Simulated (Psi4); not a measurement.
# Single-point calculation, with input and output: SiH$_{4}$ (part 2 of 2)

SiH$_{4}$, multiplicity 3; CCSD(T)/cc-pVTZ, UHF (Psi4 1.11). The geometry is that of the parent species in another charge or spin state. The geometry comes from this level: PBE0-D4/def2-TZVP.

Geometry of the input (Å):
```
Si -0.0000  0.0000  -0.0001
H  0.9676  -0.6884  0.8909
H  -1.3310  0.0449  0.6560
H  -0.1051  -0.7403  -1.2826
H  0.4685  1.3838  -0.2642
```

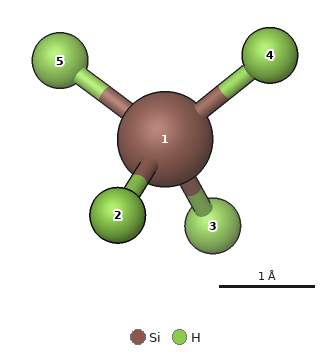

*The structure (ball-and-stick view, seen at a tilt; atoms are numbered from 1 in the order of the input).*

What the program printed, continued
```
	Wfn Parameters:
	--------------------
	Wavefunction         = CCSD_T
	Number of irreps     = 1
	Number of MOs        = 90
	Number of active MOs = 85
	AO-Basis             = NONE
	Semicanonical        = false
	Reference            = UHF
	Print Level          = 1

	IRREP	# MOs	# FZDC	# DOCC	# SOCC	# VIRT	# FZVR
	-----	-----	------	------	------	------	------
	 A	   90	    5	    3	    2	    80	    0
	Transforming integrals...
	IWL integrals will be deleted.
	(OO|OO)...
	Presorting SO-basis two-electron integrals.
	Sorting File: SO Ints (nn|nn) nbuckets = 1
	Constructing frozen core operators
	Starting AA/AB first half-transformation.
	Sorting AA/AB half-transformed integrals.
	Starting BB first half-transformation.
	Sorting BB half-transformed integrals.
	First half integral transformation complete.
	Starting AA second half-transformation.
	Starting AB second half-transformation.
	Starting BB second half-transformation.
	Two-electron integral transformation complete.
	(OO|OV)...
	Starting AA second half-transformation.
	Starting AB second half-transformation.
	Starting BB second half-transformation.
	Two-electron integral transformation complete.
	(OO|VV)...
	Starting AA second half-transformation.
	Starting AB second half-transformation.
	Starting BB second half-transformation.
	Two-electron integral transformation complete.
	(OV|OO)...
	Starting AA/AB first half-transformation.
	Sorting AA/AB half-transformed integrals.
	Starting BB first half-transformation.
	Sorting BB half-transformed integrals.
	First half integral transformation complete.
	Starting AA second half-transformation.
	Starting AB second half-transformation.
	Starting BB second half-transformation.
	Two-electron integral transformation complete.
	(OV|OV)...
	Starting AA second half-transformation.
	Starting AB second half-transformation.
	Starting BB second half-transformation.
	Two-electron integral transformation complete.
	(OV|VV)...
	Starting AA second half-transformation.
	Starting AB second half-transformation.
	Starting BB second half-transformation.
	Two-electron integral transformation complete.
	(VV|OO)...
	Starting AA/AB first half-transformation.
	Sorting AA/AB half-transformed integrals.
	Starting BB first half-transformation.
	Sorting BB half-transformed integrals.
	First half integral transformation complete.
	Starting AA second half-transformation.
	Starting AB second half-transformation.
	Starting BB second half-transformation.
	Two-electron integral transformation complete.
	(VV|OV)...
	Starting AA second half-transformation.
	Starting AB second half-transformation.
	Starting BB second half-transformation.
	Two-electron integral transformation complete.
	(VV|VV)...
	Starting AA second half-transformation.
	Starting AB second half-transformation.
	Starting BB second half-transformation.
	Two-electron integral transformation complete.
	Frozen core energy     =   -299.43245158551628

	Size of irrep 0 of <AB|CD> integrals:      9.986 (MW) /     79.885 (MB)
	Total:                                     9.986 (MW) /     79.885 (MB)

	Size of irrep 0 of <ab|cd> integrals:     11.029 (MW) /     88.232 (MB)
	Total:                                    11.029 (MW) /     88.232 (MB)

	Size of irrep 0 of <Ab|Cd> integrals:     43.034 (MW) /    344.269 (MB)
	Total:                                    43.034 (MW) /    344.269 (MB)

	Size of irrep 0 of <IA|BC> integrals:      2.560 (MW) /     20.480 (MB)
	Total:                                     2.560 (MW) /     20.480 (MB)

	Size of irrep 0 of <ia|bc> integrals:      1.654 (MW) /     13.233 (MB)
	Total:                                     1.654 (MW) /     13.233 (MB)

	Size of irrep 0 of <Ia|Bc> integrals:      2.690 (MW) /     21.517 (MB)
	Total:                                     2.690 (MW) /     21.517 (MB)

	Size of irrep 0 of <iA|bC> integrals:      1.574 (MW) /     12.595 (MB)
	Total:                                     1.574 (MW) /     12.595 (MB)

	Size of irrep 0 of tIjAb amplitudes:       0.098 (MW) /      0.787 (MB)
	Total:                                     0.098 (MW) /      0.787 (MB)

	Nuclear Rep. energy          =     21.27058748082853
	SCF energy                   =   -290.92892697629077
	One-electron energy          =    -21.27129035913662
	Two-electron (AA) energy     =      2.64653499643780
	Two-electron (BB) energy     =      0.79604475218649
	Two-electron (AB) energy     =      5.06164773890954
	Two-electron energy          =      8.50422748753384
	Reference energy             =   -290.92892697629054

	total time  =          7 seconds =       0.12 minutes
            **************************
            *                        *
            *        CCENERGY        *
            *                        *
            **************************

    Nuclear Rep. energy (wfn)     =   21.270587480828532
    SCF energy          (wfn)     = -290.928926976290768
    Reference energy    (file100) = -290.928926976290541

    Input parameters:
    -----------------
    Wave function   =     CCSD_T
    Reference wfn   =     UHF
    Brueckner       =     No
    Memory (Mbytes) =     1600.0
    Maxiter         =    200
    R_Convergence   =     1.0e-07
    E_Convergence   =     1.0e-09
    Restart         =     Yes
    DIIS            =     Yes
    AO Basis        =     NONE
    ABCD            =     NEW
    Cache Level     =     2
    Cache Type      =     LRU
    Print Level     =     1
    Num. of threads =     1
    # Amps to Print =     10
    Print MP2 Amps? =     No
    Analyze T2 Amps =     No
    Print Pair Ener =     No
    Local CC        =     No
    SCS-MP2         =     False
    SCSN-MP2        =     False
    SCS-CCSD        =     False

MP2 correlation energy -0.1345397064971521
                Solving CC Amplitude Equations
                ------------------------------
  Iter             Energy              RMS        T1Diag      D1Diag    New D1Diag    D2Diag
  ----     ---------------------    ---------   ----------  ----------  ----------   --------
     0        -0.134539706497152    0.000e+00    0.000000    0.000000    0.000000    0.000000
     1        -0.155795273973343    7.351e-02    0.015277    0.000000    0.000000    0.000000
     2        -0.167284428738962    3.815e-02    0.028757    0.000000    0.000000    0.000000
     3        -0.169017388873511    1.767e-02    0.036745    0.000000    0.000000    0.000000
     4        -0.169333406040293    9.532e-03    0.039466    0.000000    0.000000    0.000000
     5        -0.169587434886555    6.485e-03    0.041511    0.000000    0.000000    0.000000
     6        -0.169686098798233    4.195e-03    0.042731    0.000000    0.000000    0.000000
     7        -0.169751529105666    3.146e-03    0.043842    0.000000    0.000000    0.000000
     8        -0.169754579275778    2.875e-03    0.044819    0.000000    0.000000    0.000000
     9        -0.169768069511797    2.784e-03    0.046287    0.000000    0.000000    0.000000
[... 25 lines of further cycles ...]
    35        -0.169725181302774    6.629e-06    0.101028    0.000000    0.000000    0.000000
    36        -0.169725163132956    4.417e-06    0.101064    0.000000    0.000000    0.000000
    37        -0.169725236872529    2.534e-06    0.101080    0.000000    0.000000    0.000000
    38        -0.169725323053223    1.790e-06    0.101105    0.000000    0.000000    0.000000
    39        -0.169725332612927    1.010e-06    0.101115    0.000000    0.000000    0.000000
    40        -0.169725333683828    6.882e-07    0.101122    0.000000    0.000000    0.000000
    41        -0.169725345934622    4.049e-07    0.101125    0.000000    0.000000    0.000000
    42        -0.169725352712878    1.805e-07    0.101125    0.000000    0.000000    0.000000
    43        -0.169725353663089    9.960e-08    0.101125    0.000000    0.000000    0.000000
    44        -0.169725353226102    5.696e-08    0.101125    0.000000    0.000000    0.000000

    Iterations converged.

    Largest TIA Amplitudes:
              4   0        -0.2512956634
              4  10        -0.0413537498
              4   3        -0.0398761894
              0   0        -0.0348686614
              2   0        -0.0287063526
              2   8         0.0240011466
              4   9        -0.0238001707
              4  13        -0.0232233869
              2   2        -0.0191945893
              0  10        -0.0142391422

    Largest Tia Amplitudes:
              2   0        -0.0548968425
              2   2        -0.0366608843
              1   1         0.0261972535
              2  14        -0.0251909362
              0   2         0.0234257278
              2  10         0.0206036215
              2   8        -0.0185569936
              2  12         0.0181491423
              0  12        -0.0172819443
              0   3        -0.0161572345

    Largest TIJAB Amplitudes:
      4   3   4   0         0.0269451847
      4   3   8   4        -0.0248095033
      4   3   9   7        -0.0172995722
      3   2   6   1        -0.0171942652
      4   3   4   2        -0.0170315108
      4   2   4   1        -0.0160557364
      3   1   4   0        -0.0157680670
      4   2   9   5        -0.0155772724
      4   1   9   3        -0.0147341524
      4   3  10   4        -0.0132873295

    Largest Tijab Amplitudes:
      2   0   4   0        -0.0185410208
      2   1   8   1        -0.0184406204
      2   1   9   0         0.0166565170
      1   0   9   0         0.0158806232
      2   0  13   0         0.0124570695
      2   1  11   8         0.0101593552
      1   0   7   3        -0.0080262281
      2   1   2   1         0.0076972181
      2   1   9   4        -0.0075128674
      2   1   7   5        -0.0068728276

    Largest TIjAb Amplitudes:
      4   2   2   0         0.1024674701
      4   2   6   0        -0.0710397158
      1   2   0   0        -0.0632663289
      4   0   2   0        -0.0630502262
      4   2   0   0         0.0625385072
      4   0   8   0         0.0444070812
      4   0   6   0         0.0420816850
      4   2   8   0        -0.0414839101
      1   0   0   0         0.0407995898
      4   2  12   0         0.0405018516

    SCF energy       (wfn)                    = -290.928926976290768
    Reference energy (file100)                = -290.928926976290541

    Opposite-spin MP2 correlation energy      =   -0.114041089491134
    Same-spin MP2 correlation energy          =   -0.020498617006018
    Singles MP2 correlation energy            =   -0.000000000000000
    MP2 correlation energy                    =   -0.134539706497152
      * MP2 total energy                      = -291.063466682787691

    Opposite-spin CCSD correlation energy     =   -0.147242327029109
    Same-spin CCSD correlation energy         =   -0.022483026196993
    Singles CCSD correlation energy           =    0.000000000000001
    CCSD correlation energy                   =   -0.169725353226102
      * CCSD total energy                     = -291.098652329516653

            **************************
            *                        *
            *        CCTRIPLES       *
            *                        *
            **************************

    Wave function   =    CCSD_T
    Reference wfn   =      UHF

    Nuclear Rep. energy (wfn)                =   21.270587480828532
    SCF energy          (wfn)                = -290.928926976290768
    Reference energy    (file100)            = -290.928926976290541
    CCSD energy         (file100)            =   -0.169725353226102
    Total CCSD energy   (file100)            = -291.098652329516653

    Number of ijk index combinations:
    Spin Case AAA:                                  10
    Spin Case BBB:                                   1
    Spin Case AAB:                                  30
    Spin Case ABB:                                  15
    AAA (T) energy                             =   -0.000144057040483
    BBB (T) energy                             =   -0.000015680158632
    AAB (T) energy                             =   -0.004729242331502
    ABB (T) energy                             =   -0.002074166225380
    (T) energy                                   =   -0.006963145755997
      * CCSD(T) total energy                     = -291.105615475272657

    Psi4 run time: 0:00:43.44
```
